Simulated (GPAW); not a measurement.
Band structure of Lu2Ga3Cu (P3m1, 6 atoms in the cell).

```
CELL_PARAMETERS angstrom
      4.28198     0.00000     0.00000
     -2.14099     3.70830     0.00000
      0.00000     0.00000     6.97997
ATOMIC_POSITIONS crystal
  Lu 0.66667 0.33333 0.73018
  Lu 0.66667 0.33333 0.26153
  Ga 0.00000 0.00000 0.47569
  Ga 0.00000 0.00000 0.04673
  Ga 0.33333 0.66667 0.94715
  Cu 0.33333 0.66667 0.53871
```

Level of theory: LDA (Perdew-Wang 92), GPAW PAW datasets LDA (gpaw-data 1.0.1) (plane waves; GPAW).

Settings: mode = pw; ecut = 800 eV; xc = LDA; kpts = 6 6 3; mesh shift (steps) = 0 0 0; occupations.name = methfessel-paxton; occupations.width = 0.136 eV; occupations.order = 0; nbands = -14; symmetry.symmorphic = false; symmetry.tolerance = 0.0005; maxiter = 100; bandpath_npoints = 40.

The starting cell comes from a database of computed structures (which also holds hypothetical and non-ambient phases and stackings), without a prior relaxation at this level. Spin-orbit coupling is off. Spin polarisation is off.

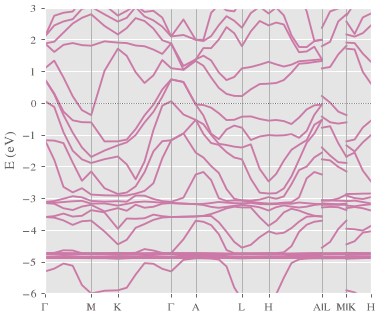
*Bands along the path, energies from the Fermi level.*

Levels in eV from the Fermi level, bands 32 to 39:
```
point     32     33     34     35     36    37    38    39
-----  -----  -----  -----  -----  -----  ----  ----  ----
Γ      -1.18   0.05   0.74   0.74   1.09  1.87  1.87  2.09
M      -2.16  -1.89  -1.70  -0.61  -0.39  1.80  2.79  3.03
K      -2.87  -1.69  -1.34  -1.21   1.71  1.90  2.16  2.56
A      -0.54  -0.54  -0.05  -0.05   1.32  1.37  1.37  1.99
L      -1.78  -1.41  -0.78  -0.43   0.21  1.09  1.79  2.37
H      -2.86  -2.48  -1.01  -0.56   0.61  1.29  2.44  2.82
```

Bands cross the Fermi level along this path, so the cell is metallic at this level.
